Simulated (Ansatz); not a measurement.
**A hypothetical structure for ZrVCu4**

This structure for ZrVCu4 is made up. Its elements were placed in a known structure type with a cell scaled to their sizes. What cell does the guess relax to, and how far off was it?

Main program and level: Ansatz 0.2.0; DFT, PBEsol, plane-wave PAW, files of the set soft_1, scalar-relativistic, ferromagnetic start, cell and ions relaxed at zero pressure; PAW set soft_1, in the first sound run; inputs show where later runs differ.

## Step 1: The starting structure

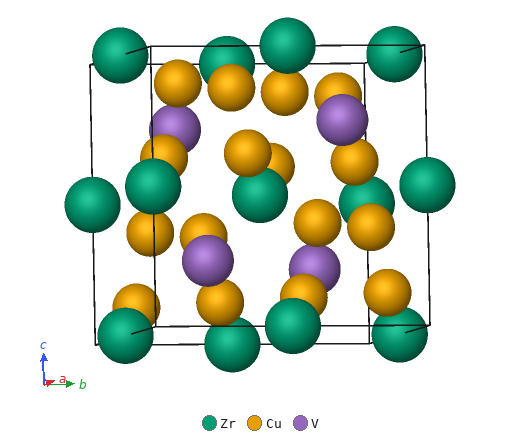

The cell as given, slightly off an axis (zirconium teal, copper orange, vanadium purple). This picture shows the conventional cell, with its axes. Some periodic images of atoms are drawn too.

Structure file:

```cif
data_structure
_symmetry_space_group_name_H-M 'P 1'
_symmetry_Int_Tables_number 1
_cell_length_a 4.8211
_cell_length_b 4.8211
_cell_length_c 4.8211
_cell_angle_alpha 60.000
_cell_angle_beta 60.000
_cell_angle_gamma 60.000
_cell_volume 79.23
loop_
_atom_site_label
_atom_site_type_symbol
_atom_site_fract_x
_atom_site_fract_y
_atom_site_fract_z
_atom_site_occupancy
Zr1 Zr 0.50000 0.50000 0.50000 1
Cu2 Cu 0.87510 0.37470 0.87510 1
Cu3 Cu 0.87510 0.87510 0.87510 1
Cu4 Cu 0.87510 0.87510 0.37470 1
Cu5 Cu 0.37470 0.87510 0.87510 1
V6 V 0.25000 0.25000 0.25000 1
```

## Step 2: Relaxation of the guess

The guessed cell has no reason to be at equilibrium. It is relaxed with the atoms, within the space group of the guess.

Contents of input.yaml:

```yaml
crystal:
  lattice:
    - [0.0, 3.409, 3.409]
    - [3.409, 0.0, 3.409]
    - [3.409, 3.409, 0.0]
  atoms:
    - { symbol: Zr, position: [0.5, 0.5, 0.5] }
    - { symbol: Cu, position: [0.8751, 0.3747, 0.8751], spin: 0.6 }
    - { symbol: Cu, position: [0.8751, 0.8751, 0.8751], spin: 0.6 }
    - { symbol: Cu, position: [0.8751, 0.8751, 0.3747], spin: 0.6 }
    - { symbol: Cu, position: [0.3747, 0.8751, 0.8751], spin: 0.6 }
    - { symbol: V, position: [0.25, 0.25, 0.25], spin: 2.0 }
magnetization:
  spin_polarized: true
kpoints:
  mp_grid: { grid: [7, 7, 7] }
scf:
  occupations: { method: fermi_dirac, width: 0.05 }
hamiltonian:
  xc: pbesol
  pseudopotentials: { kind: paw, azcp: { folder: soft_1 }, xc_functional: pbe }
relax:
  f_tol: 0.015
  max_steps: 70
  cell: {}
output:
  forces: true
  stress: true
```

On the command line:

```console
> ansatz run input.yaml --threads 4 --pin off --max-ram 10240MiB --backend cpu --events-out ev --progress --plain --runs-dir out
```

Numbers of over 12 decimals in the logs are rounded to 6 here.

Log:

```text
Engine: ansatz 0.2.0, x86_64-unknown-linux-gnu
Pseudopotentials: kind: paw
Pseudopotential: Zr, paw, valence charge 12, recommended cutoff 420 eV (normal), soft_1/Zr.paw.azcp
Pseudopotential: Cu, paw, valence charge 19, recommended cutoff 420 eV (normal), soft_1/Cu.paw.azcp
Pseudopotential: V, paw, valence charge 13, recommended cutoff 420 eV (normal), soft_1/V.paw.azcp
Functional definition: PBEsol
  exchange = pbesol_x
  correlation = pbesol_c
Crystal: 6 atoms, lattice volume = 79.234 Å³
Basis set: ecut = 420 eV, 1471 PW (Γ), exchange–correlation on 72×72×72 points (8 copies of the dense FFT grid, shifted against one another)
Bands: 64, of which v1, the nominal top of the filled ones, is band 51 counted from 1 (50 counted from 0)
Symmetry: 24 space group operations
Space group: F-43m (ITA 216), of the structure as read, at distance tolerance 4.3e-5 Å
Magnetic group: BNS 216.74 (UNI 1576), of the structure as read, at distance tolerance 4.3e-5 Å
k-points: 20 of 343 (time reversal used)
Non-local potential: Zr, projectors of the file, l = 0: 3, l = 1: 2, l = 2: 2, l = 3: 1
Non-local potential: Cu, projectors of the file, l = 0: 3, l = 1: 2, l = 2: 3, l = 3: 1
Non-local potential: V, projectors of the file, l = 0: 3, l = 1: 2, l = 2: 3, l = 3: 1
PAW form: soft (Blöchl's): semilocal exchange-correlation on the pseudo side does not see the compensation charge
PAW frozen core: Zr, regenerated for the run's functional, and the local potential with it (the file was generated under x = pbe(κ = 0.804, μ = 0.219515), c = pbe(β = 0.066725))
PAW frozen core: Cu, regenerated for the run's functional, and the local potential with it (the file was generated under x = pbe(κ = 0.804, μ = 0.219515), c = pbe(β = 0.066725))
PAW frozen core: V, regenerated for the run's functional, and the local potential with it (the file was generated under x = pbe(κ = 0.804, μ = 0.219515), c = pbe(β = 0.066725))
PAW one-centre angular grid: Zr, 590 points (default); XC on 64 Gauss nodes
PAW one-centre angular grid: Cu, 590 points (default); XC on 64 Gauss nodes
PAW one-centre angular grid: V, 590 points (default); XC on 64 Gauss nodes
Initial density: superposition of atomic densities (chi_scale 0.1, normalization cell, long waves kept (reshape's long-wave potential 0.00 eV rms))
Starting moments: Σ|m| = 4.4 μB on 5 of 6 sites
Initial wavefunctions: pseudopotential atomic-orbital guess
Functional: x = pbesol(κ = 0.804, μ = 0.123457), c = pbesol(β = 0.046)
SCF iter   1: F=—  HF=-33387.953613 eV  |F-HF|=—  |Δ(HF+E_count)|=         —  Δρ=3.07e-1 (↑3.07e-1 ↓2.89e-1)  dr2=2.29e2  dr2_m=4.92e-1  M=1.402 μB ∫|m|=2.131 μB  β_m=0.30  ethr=3.10e-3  ⟨swp⟩=5.5  Hψ=7709  notcnv=0  defer=20
Mixer restart at iter 1: flushing history
preconditioner: auto → Kerker (q_TF=auto, 2.841 Å⁻¹)  [metal: Δε(μ)=0.046 eV  Ē_g=9.045 eV  σ=0.050 eV  W_gap=0.22  n_scr=26 (ndim 8)  ℏωp=32.0 eV  f_vac=0.000  D(μ)=6.36/eV (n_scr^D=64)]
spin=Collinear: Kerker preconditioning applied to the charge; magnetization (m = ρ↑ − ρ↓) channel mixes plain (no charge-response kernel on spin).
SCF iter   2: F=—  HF=-33374.707198 eV  |F-HF|=—  |Δ(HF+E_count)|=    1.32e1  Δρ=8.60e-2 (↑8.60e-2 ↓8.53e-2)  dr2=1.00e1  dr2_m=1.08e-1  M=3.137 μB ∫|m|=3.137 μB  β_m=0.27  ethr=3.10e-3  ⟨swp⟩=4.0  Hψ=7124  notcnv=0  defer=137
SCF iter   3: F=—  HF=-33369.461921 eV  |F-HF|=—  |Δ(HF+E_count)|=    5.25e0  Δρ=2.94e-2 (↑1.99e-2 ↓2.94e-2)  dr2=1.66e0  dr2_m=1.31e-1  M=3.296 μB ∫|m|=3.296 μB  β_m=0.37  ethr=3.10e-3  ⟨swp⟩=2.0  Hψ=5328  notcnv=0  defer=192
SCF iter   4: F=—  HF=-33368.826198 eV  |F-HF|=—  |Δ(HF+E_count)|=   6.36e-1  Δρ=2.20e-2 (↑1.53e-2 ↓2.20e-2)  dr2=1.11e0  dr2_m=6.58e-2  M=3.441 μB ∫|m|=3.441 μB  β_m=0.55  ethr=1.64e-3  ⟨swp⟩=2.0  Hψ=4299  notcnv=0  defer=192
SCF iter   5: F=—  HF=-33368.943171 eV  |F-HF|=—  |Δ(HF+E_count)|=   1.17e-1  Δρ=1.47e-2 (↑1.47e-2 ↓1.43e-2)  dr2=2.66e-1  dr2_m=1.62e-2  M=3.525 μB ∫|m|=3.552 μB  β_m=0.78  ethr=1.10e-3  ⟨swp⟩=2.0  Hψ=3953  notcnv=0  defer=192
SCF iter   6: F=—  HF=-33369.071204 eV  |F-HF|=—  |Δ(HF+E_count)|=         —  Δρ=1.76e-2 (↑1.76e-2 ↓8.13e-3)  dr2=1.62e-1  dr2_m=8.35e-2  M=3.801 μB ∫|m|=3.845 μB  β_m=0.78  ethr=2.64e-4  ⟨swp⟩=2.0  Hψ=4605  notcnv=0  defer=195
Mixer restart at iter 6: flushing history
SCF iter   7: F=—  HF=-33369.069178 eV  |F-HF|=—  |Δ(HF+E_count)|=   2.03e-3  Δρ=6.61e-3 (↑3.71e-3 ↓6.61e-3)  dr2=3.53e-2  dr2_m=5.86e-3  M=3.781 μB ∫|m|=3.835 μB  β_m=0.73  ethr=1.60e-4  ⟨swp⟩=2.2  Hψ=4277  notcnv=0  defer=195
SCF iter   8: F=—  HF=-33369.073786 eV  |F-HF|=—  |Δ(HF+E_count)|=   4.61e-3  Δρ=8.78e-3 (↑8.16e-3 ↓8.78e-3)  dr2=1.43e-1  dr2_m=2.25e-4  M=3.792 μB ∫|m|=3.851 μB  β_m=0.58  ethr=3.50e-5  ⟨swp⟩=2.0  Hψ=5095  notcnv=0  defer=195
SCF iter   9: F=—  HF=-33369.050405 eV  |F-HF|=—  |Δ(HF+E_count)|=   2.34e-2  Δρ=1.61e-3 (↑1.61e-3 ↓7.39e-4)  dr2=2.42e-3  dr2_m=6.41e-4  M=3.818 μB ∫|m|=3.879 μB  β_m=0.60  ethr=3.50e-5  ⟨swp⟩=2.0  Hψ=4679  notcnv=0  defer=195
SCF iter  10: F=—  HF=-33369.050015 eV  |F-HF|=—  |Δ(HF+E_count)|=   3.89e-4  Δρ=6.91e-4 (↑3.81e-4 ↓6.91e-4)  dr2=2.48e-4  dr2_m=1.28e-4  M=3.822 μB ∫|m|=3.885 μB  β_m=0.80  ethr=2.39e-6  ⟨swp⟩=2.3  Hψ=3554  notcnv=0  defer=195
SCF iter  11: F=—  HF=-33369.050568 eV  |F-HF|=—  |Δ(HF+E_count)|=   5.53e-4  Δρ=4.97e-4 (↑2.04e-4 ↓4.97e-4)  dr2=1.71e-4  dr2_m=3.59e-5  M=3.828 μB ∫|m|=3.892 μB  β_m=0.90  ethr=2.45e-7  ⟨swp⟩=2.0  Hψ=3961  notcnv=0  defer=195
SCF iter  12: F=—  HF=-33369.050570 eV  |F-HF|=—  |Δ(HF+E_count)|=   1.40e-6  Δρ=1.57e-4 (↑6.98e-5 ↓1.57e-4)  dr2=1.78e-5  dr2_m=4.25e-6  M=3.829 μB ∫|m|=3.894 μB  β_m=0.95  ethr=1.69e-7  ⟨swp⟩=2.0  Hψ=3312  notcnv=0  defer=195
SCF iter  13: F=—  HF=-33369.050568 eV  |F-HF|=—  |Δ(HF+E_count)|=   1.75e-6  Δρ=4.66e-5 (↑3.48e-5 ↓4.66e-5)  dr2=2.92e-6  dr2_m=3.06e-7  M=3.830 μB ∫|m|=3.895 μB  β_m=0.98  ethr=1.76e-8  ⟨swp⟩=2.0  Hψ=3484  notcnv=0  defer=195
SCF iter  14: F=—  HF=-33369.050568 eV  |F-HF|=—  |Δ(HF+E_count)|=   4.04e-8  Δρ=1.14e-5 (↑1.14e-5 ↓1.07e-5)  dr2=3.16e-7  dr2_m=1.98e-8  M=3.830 μB ∫|m|=3.895 μB  β_m=0.99  ethr=2.89e-9  ⟨swp⟩=1.7  Hψ=2655  notcnv=0  defer=195
SCF iter  15: F=—  HF=-33369.050568 eV  |F-HF|=—  |Δ(HF+E_count)|=   3.10e-8  Δρ=6.07e-6 (↑6.07e-6 ↓1.07e-6)  dr2=3.61e-8  dr2_m=7.66e-9  M=3.830 μB ∫|m|=3.895 μB  β_m=0.99  ethr=3.13e-10  ⟨swp⟩=1.9  Hψ=2736  notcnv=0  defer=195
SCF iter  16: F=-33369.050568 eV  HF=-33369.050568 eV  |F-HF|=2.13e-8  |Δ(HF+E_count)|=   2.86e-9  Δρ=3.76e-6 (↑3.76e-6 ↓6.93e-7)  dr2=2.26e-8  dr2_m=1.96e-9  M=3.830 μB ∫|m|=3.895 μB  ethr=3.57e-11  ⟨swp⟩=2.0  Hψ=6382  notcnv=0
[...]
SCF iter  10: F=-33369.090891 eV  HF=-33369.090892 eV  |F-HF|=4.92e-7  |Δ(HF+E_count)|=   4.75e-8  Δρ=1.64e-5 (↑1.64e-5 ↓4.42e-6)  dr2=5.24e-7  dr2_m=3.71e-8  M=3.923 μB ∫|m|=3.987 μB  ethr=3.73e-11  ⟨swp⟩=1.0  Hψ=6397  notcnv=0
SCF 3 converged in 10 iterations: F = -33369.090891 eV  dr2 = 5.24e-7
relax step   3: F+E_penalty+E_count = -33369.09089129 eV  Δ(F+E_penalty+E_count) = -1.754e-3 eV  max|allowed force component| = 2.303e-2 eV/Å  Δτ_max = 0.0020 Å  P = +0.027 GPa  Ω = 81.776 Å³  energy of the carried Pulay correction = -1.307e-3 eV  (10 SCF iters, dr2 threshold 6.00e-7 eV, accepted)
[...]
relax step   4: F+E_penalty+E_count = -33369.09100070 eV  Δ(F+E_penalty+E_count) = -1.094e-4 eV  max|allowed force component| = 6.595e-3 eV/Å  Δτ_max = 0.0020 Å  P = +0.013 GPa  Ω = 81.784 Å³  energy of the carried Pulay correction = -1.312e-3 eV  (10 SCF iters, dr2 threshold 3.31e-8 eV, accepted)
Initial wavefunctions: pseudopotential atomic-orbital guess (no wavefunctions were taken with the density)
iter 1 solved again at ethr=7.26e-8 eV; its pass at ethr=3.10e-3 eV (dr2=7.33e-5 eV) is discarded
SCF iter   1: F=—  HF=-33369.090872 eV  |F-HF|=—  |Δ(HF+E_count)|=         —  Δρ=9.34e-4 (↑9.34e-4 ↓9.04e-4)  dr2=5.76e-5  dr2_m=1.70e-6  M=3.927 μB ∫|m|=3.990 μB  β_m=0.65  ethr=7.26e-8  ⟨swp⟩=3.0  Hψ=14314  notcnv=0
preconditioner: auto → Kerker (q_TF=auto, 2.548 Å⁻¹)  [metal: Δε(μ)=0.003 eV  Ē_g=9.840 eV  σ=0.050 eV  W_gap=0.01  n_scr=14 (ndim 8)  ℏωp=31.5 eV  f_vac=0.000  D(μ)=5.00/eV (n_scr^D=58)]
spin=Collinear: Kerker preconditioning applied to the charge; magnetization (m = ρ↑ − ρ↓) channel mixes plain (no charge-response kernel on spin).
SCF iter   2: F=—  HF=-33369.092111 eV  |F-HF|=—  |Δ(HF+E_count)|=   1.24e-3  Δρ=3.36e-4 (↑3.36e-4 ↓3.26e-4)  dr2=7.97e-6  dr2_m=1.93e-7  M=3.926 μB ∫|m|=3.989 μB  β_m=0.65  ethr=5.70e-8  ⟨swp⟩=1.0  Hψ=2560  notcnv=0
SCF iter   3: F=—  HF=-33369.092284 eV  |F-HF|=—  |Δ(HF+E_count)|=   1.74e-4  Δρ=4.19e-5 (↑3.09e-5 ↓4.19e-5)  dr2=2.06e-6  dr2_m=5.30e-8  M=3.925 μB ∫|m|=3.989 μB  β_m=0.49  ethr=7.89e-9  ⟨swp⟩=2.0  Hψ=3319  notcnv=0
SCF iter   4: F=—  HF=-33369.092284 eV  |F-HF|=—  |Δ(HF+E_count)|=   3.80e-7  Δρ=8.47e-6 (↑8.47e-6 ↓7.25e-6)  dr2=7.62e-8  dr2_m=1.87e-8  M=3.925 μB ∫|m|=3.989 μB  β_m=0.58  ethr=2.04e-9  ⟨swp⟩=2.0  Hψ=3596  notcnv=0
SCF iter   5: F=—  HF=-33369.092284 eV  |F-HF|=—  |Δ(HF+E_count)|=   4.14e-8  Δρ=3.85e-6 (↑3.85e-6 ↓2.65e-6)  dr2=9.54e-9  dr2_m=5.64e-9  M=3.925 μB ∫|m|=3.989 μB  β_m=0.79  ethr=7.54e-11  ⟨swp⟩=2.0  Hψ=3580  notcnv=0
SCF iter   6: F=—  HF=-33369.092284 eV  |F-HF|=—  |Δ(HF+E_count)|=   1.37e-8  Δρ=1.86e-6 (↑1.86e-6 ↓1.70e-6)  dr2=8.20e-9  dr2_m=5.51e-10  M=3.925 μB ∫|m|=3.989 μB  β_m=0.89  ethr=9.44e-12  ⟨swp⟩=2.0  Hψ=3936  notcnv=0
SCF iter   7: F=—  HF=-33369.092284 eV  |F-HF|=—  |Δ(HF+E_count)|=  5.02e-10  Δρ=5.11e-7 (↑5.11e-7 ↓4.64e-7)  dr2=9.48e-10  dr2_m=4.48e-11  M=3.925 μB ∫|m|=3.989 μB  β_m=0.95  ethr=8.11e-12  ⟨swp⟩=2.0  Hψ=3964  notcnv=0
SCF iter   8: F=—  HF=-33369.092275 eV  |F-HF|=—  |Δ(HF+E_count)|=   9.16e-6  Δρ=4.71e-7 (↑3.55e-7 ↓4.71e-7)  dr2=1.53e-10  dr2_m=7.12e-11  M=3.925 μB ∫|m|=3.989 μB  β_m=0.88  ethr=1.00e-12  ⟨swp⟩=2.0  Hψ=3983  notcnv=0
SCF iter   9: F=—  HF=-33369.092275 eV  |F-HF|=—  |Δ(HF+E_count)|=  1.67e-10  Δρ=2.25e-7 (↑2.25e-7 ↓1.11e-7)  dr2=4.30e-11  dr2_m=1.52e-11  M=3.925 μB ∫|m|=3.989 μB  β_m=0.94  ethr=1.00e-12  ⟨swp⟩=1.1  Hψ=2565  notcnv=0
SCF iter  10: F=—  HF=-33369.092275 eV  |F-HF|=—  |Δ(HF+E_count)|=  5.82e-11  Δρ=5.18e-8 (↑5.18e-8 ↓4.21e-8)  dr2=9.93e-12  dr2_m=2.30e-13  M=3.925 μB ∫|m|=3.989 μB  β_m=0.97  ethr=1.00e-12  ⟨swp⟩=1.1  Hψ=2568  notcnv=0
SCF iter  11: F=—  HF=-33369.092275 eV  |F-HF|=—  |Δ(HF+E_count)|=    0.00e0  Δρ=5.05e-8 (↑5.05e-8 ↓3.35e-8)  dr2=4.17e-12  dr2_m=4.06e-13  M=3.925 μB ∫|m|=3.989 μB  β_m=0.99  ethr=1.00e-12  ⟨swp⟩=1.0  Hψ=2560  notcnv=0
SCF iter  12: F=—  HF=-33369.092275 eV  |F-HF|=—  |Δ(HF+E_count)|=  7.28e-12  Δρ=1.71e-7 (↑1.71e-7 ↓3.48e-8)  dr2=6.04e-11  dr2_m=4.08e-12  M=3.925 μB ∫|m|=3.989 μB  β_m=0.94  ethr=1.00e-12  ⟨swp⟩=1.0  Hψ=2560  notcnv=0
SCF iter  13: F=-33369.092275 eV  HF=-33369.092275 eV  |F-HF|=0.00e0  |Δ(HF+E_count)|=  7.28e-12  Δρ=4.13e-8 (↑4.13e-8 ↓1.31e-8)  dr2=4.25e-12  dr2_m=2.26e-13  M=3.925 μB ∫|m|=3.989 μB  ethr=1.00e-12  ⟨swp⟩=1.3  Hψ=5307  notcnv=0
SCF 5 converged in 13 iterations: F = -33369.092275 eV  dr2 = 4.25e-12
relax step   5: F+E_penalty+E_count = -33369.09227497 eV  Δ(F+E_penalty+E_count) = -1.274e-3 eV  max|allowed force component| = 6.546e-3 eV/Å  Δτ_max = 0.0000 Å  P = +0.016 GPa  Ω = 81.784 Å³  stress off target by 1.60e-2 GPa  SCF on the basis re-selected at this cell (its energy is not comparable with the rows above)  (13 SCF iters)
basis re-selected at this cell: Δ(F+E_penalty+E_count) = -1.274e-3 eV, ΔP = +0.003 GPa vs the last step (what re-selecting the basis moved, of the pressure what is left beyond the Pulay correction that the steps carried, after the strain that the cell walked since its last selection, with what the two solves' SCF thresholds leave and, on support functions, any second-order correction that the steps lacked; it is no m [...]
SCF converged after 13 iterations
Magnetization: 3.9250 μB (52.4625 up, 48.5375 down)
Absolute magnetization: 3.9888 μB (∫|ρ↑−ρ↓|, with the PAW one-centre terms)
Spin contamination: 0.0870 ħ² per cell (⟨S²⟩ above its minimum at these occupations)
Per-site moments (μB) at R_I (Å): [(0.380373, 1.178908), (0.117239, 0.999687), (0.117239, 0.999687), (0.117239, 0.999687), (0.117239, 0.999687), (2.364722, 1.177797)]
Free energy (F): -33369.092275 eV
Harris-Foulkes:  -33369.092275 eV  (|F-HF|=0.00e0)
Internal energy: -33369.051256 eV  (E = F + TS)
E sigma→0 (E₀):  -33369.071765 eV
Entropy (-TS):   -0.041019 eV (-6.836 meV/atom)
Fermi energy:    16.164048 eV
--- Per-component energies (eV) ---
  E_band       = -1720.731173
  E_kinetic    = 1665.786673
  E_local      = -21755.898397  (includes V_loc(G=0)·N_el)
  E_nonlocal   = 3704.726646
  E_hartree    = 9297.722614
  E_xc         = -546.218113
  E_vxc        = -688.275749  (∫ρ·V_xc dr)
  E_paw        = -11110.577546  (= ΣΔE_a)
  E_vpaw       = -3242.520618  (= ΣTr[D̂ρ^β])
  E_aug_tail   = 0.004943  (compensation charges beyond the density's cutoff)
  E_ewald      = -14625.738286
  E_core_change = 1.140211  (= ΣΔE_core)
  E_smearing   = -0.041019  (= −TS)
  E_closure    = 0.000000  (closes the sum)
  Σ components = -33369.092275   (vs F -33369.092275, Δ=0.00e0)
--- Forces (eV/Å), atoms counted from 1 ---
  atom   1  Zr     0.00000000    -0.00000000    -0.00000000
  atom   2  Cu     0.00654630    -0.00654630     0.00654630
  atom   3  Cu    -0.00654630    -0.00654630    -0.00654630
  atom   4  Cu     0.00654630     0.00654630    -0.00654630
  atom   5  Cu    -0.00654630     0.00654630     0.00654630
  atom   6  V     -0.00000000     0.00000000     0.00000000
  max |Σ_I F_I| component: 2.20e-17 eV/Å
--- Stress (GPa, compression-positive) ---
        0.015971      -0.000000      -0.000000
       -0.000000       0.015971      -0.000000
       -0.000000      -0.000000       0.015971
  P = ⅓ Tr σ = 0.0160 GPa (0.160 kbar)
--- Relaxed structure (4 steps of the walk, 4 accepted, 1 SCFs on fresh bases) ---
  F+E_penalty+E_count = -33369.09227497 eV   max|allowed force component| = 6.546e-3 eV/Å   (the final SCF, on the basis selected at the relaxed cell)
  cell:  # Å, volume = 81.7844 Å³
    - [0, 3.445192, 3.445192]
    - [3.445192, 0, 3.445192]
    - [3.445192, 3.445192, 0]
  atoms:
    - { symbol: Zr, position: [0.500000, 0.500000, 0.500000] }
    - { symbol: Cu, position: [0.875648, 0.373055, 0.875648] }
    - { symbol: Cu, position: [0.875648, 0.875648, 0.875648] }
    - { symbol: Cu, position: [0.875648, 0.875648, 0.373055] }
    - { symbol: Cu, position: [0.373055, 0.875648, 0.875648] }
    - { symbol: V, position: [0.250000, 0.250000, 0.250000] }
```

It took 29 s on 4 threads of AMD EPYC 7B13 (Zen 3), shared host; peak memory 0.59 GiB; 1.8 min of CPU time.

Step by step:

```
step  energy less that of the first step (eV)  largest force component (eV/Å)  pressure (GPa)  volume (Å³)
   1                                   0.0000                          0.1011            5.13        79.23
   2                                  -0.0386                          0.0535            0.95        81.29
   3                                  -0.0403                          0.0230            0.03        81.78
   4                                  -0.0404                          0.0066            0.01        81.78
  5*                                  -0.0417                          0.0065            0.02        81.78
```

Relaxation steps marked * repeat the geometry before them on a plane-wave basis chosen anew for their cell, so energy and pressure can jump there.

The run keeps the 24 symmetry operations that it works with, so distortions that break them were not tested.

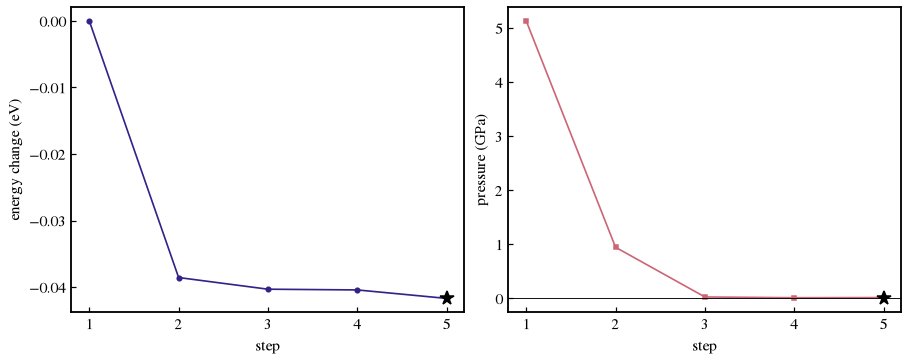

Energy and pressure along the relaxation. Stars mark steps on a basis chosen anew.

```
conventional cell, symmetrised  before  after  change
                         a (Å)   6.818  6.890  +1.1 %
                         b (Å)   6.818  6.890  +1.1 %
                         c (Å)   6.818  6.890  +1.1 %
              volume (Å³/atom)   13.21  13.63  +3.2 %
```

The relaxed structure:

```xyz
6
Lattice="0.0000 3.4452 3.4452 3.4452 0.0000 3.4452 3.4452 3.4452 0.0000" Properties=species:S:1:pos:R:3 pbc="T T T"
Zr    3.4452    3.4452    3.4452
Cu    4.3020    6.0336    4.3020
Cu    6.0336    6.0336    6.0336
Cu    4.3020    4.3020    6.0336
Cu    6.0336    4.3020    4.3020
V     1.7226    1.7226    1.7226
```

This step gave:

```yaml
free_energy: -33369.0923 eV
energy_at_zero_smearing: -33369.0718 eV
smearing_term_ts: 0.04102 eV
fermi_energy: 16.16 eV
magnetization: 3.925 μB
absolute_magnetization: 3.989 μB
site_moments: 0.3804, 0.1172, 0.1172, 0.1172, 0.1172, 2.365 μB
electrons: 101
symmetry_operations: 24
pressure: 0.01597 GPa
```

Site moment by atom:

```
atom  site moment (μB)
 Zr1              0.38
 Cu2              0.12
 Cu3              0.12
 Cu4              0.12
 Cu5              0.12
  V6              2.36
```

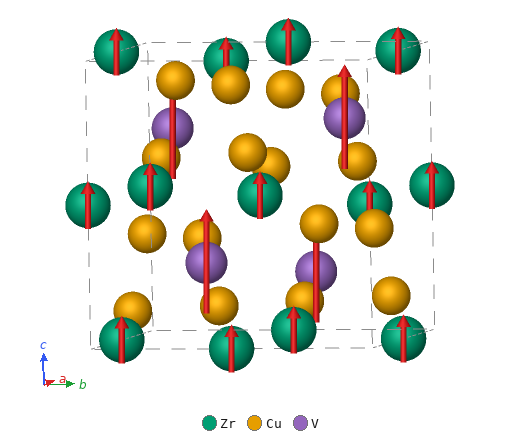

Site moment as arrows, the longest 2.36 μB. Up and down stand for the sign. Arrows give size and sign along the axis of quantisation, drawn up and down the page. Each arrow also spans its atom, so small moments look longer than they are. Some periodic images of atoms are drawn too.

The shortest distance of each pair, which need not be the same contact before and after:

```
 pair  guess (Å)  relaxed (Å)
Cu–Cu      2.409        2.423
 Cu–V      2.826        2.855
Cu–Zr      2.827        2.858
 V–Zr      2.952        2.984
Zr–Zr      4.821        4.872
```

The relaxation ends with a largest force component of 0.0065 eV/Å and a pressure of 0.02 GPa.

[end of part 1 of 2]

[Logs are printed without paths, hosts, clocks, repeated set-up lines and the standing remarks that a program may print on its own settings, such as how far it seeks lower states.]

[Hosts, paths, dates, database ids (printed as entryN), source tags and the programs' standing remarks are cut or masked in the printed files.]
